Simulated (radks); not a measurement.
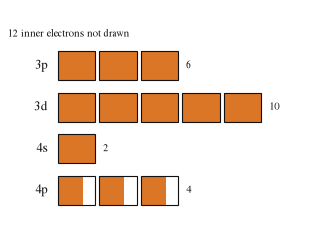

**Figure 1.** The outer shells as the input fills them: a box for each of the 2l + 1 orbitals, shaded by the share of the shell that is filled, with the electron count at the right.

## Run report: Br⁺, atomic calculation

- system: the bromine ion Br⁺ in the configuration [Ar] 3d10 4s2 4p4 (high spin).
- method: scalar-relativistic Kohn-Sham, SCAN, spin-polarised, spherical densities, finite nucleus (the in-house radial solver radks)

### Input file
```
Z 35
configuration [Ar] 3d10 4s2 4p4
relativity scalar-relativistic
functional scan,scan
spin polarised
nucleus finite rms 4.1629 fm
c 137.035999084
mesh_step 0.012
max_iterations 59
```

Energies in input and log are in hartree, lengths in bohr (the nuclear radius in fm).

Launched within a batch (the task file carries these settings):
```bash
python <driver script> task.json out
```

### Log
```
1s      1   1.0000        -491.12431611
2s      1   1.0000         -64.65001524
2p      1   3.0000         -56.97891790
3s      1   1.0000          -9.39645356
3p      1   3.0000          -6.94328622
3d      1   5.0000          -2.91157729
4s      1   1.0000          -1.18620328
4p      1   3.0000          -0.68932090
1s      2   1.0000        -491.11785321
2s      2   1.0000         -64.64789103
2p      2   3.0000         -56.97348066
3s      2   1.0000          -9.39045856
3p      2   3.0000          -6.93572168
3d      2   5.0000          -2.90032355
4s      2   1.0000          -1.09654353
4p      2   1.0000          -0.60420618
Etot -2606.6345521715307
Ekin 2663.1210030906404
Encl -6271.7106420845475
Eh 1094.3818190155057
Exc -92.4267321931291
err 1.2934143847327193e-06
it 20
```

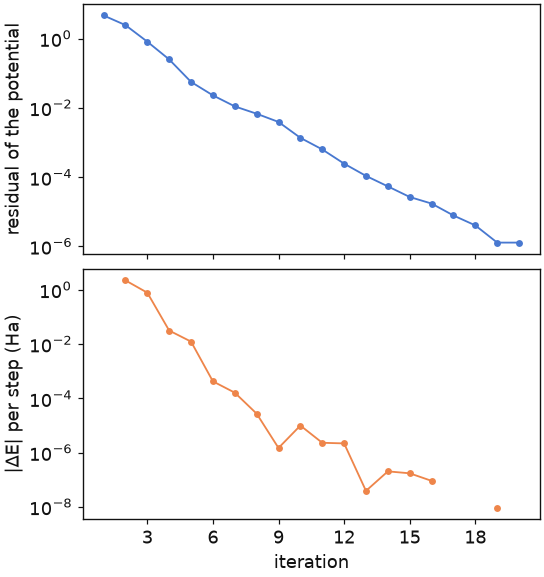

**Figure 2.** Convergence: residual of the potential and change of the energy from step to step (the smallest changes aren't drawn) against the iteration. The residual falls almost steadily, with no more than small rises or pauses. It goes from 4.7 to 1.3×10⁻⁶ in 20 steps.

### Outcome

```
                       quantity                                                                 value
                        outcome                                                             converged
                   total energy                                                    −2606.6346 hartree
                 kinetic energy                                                     2663.1210 hartree
        electron–nucleus energy                                                    −6271.7106 hartree
                 Hartree energy                                                     1094.3818 hartree
    exchange–correlation energy                                                    −92.426732 hartree
radius at density 0.001 e/bohr³                                                             3.79 bohr
                 SCF iterations                                                                    20
                       hardware  1 thread of Arm Neoverse V1, 23 GiB of memory available, shared host
```

### What is odd here

A numerical setting was moved from its usual value: mesh step h = 0.012. The program ran to the end. Its total energy differs from that of the same run with the usual input (−2606.63230 hartree) by −0.0023 hartree, so this setting spoils the energy.
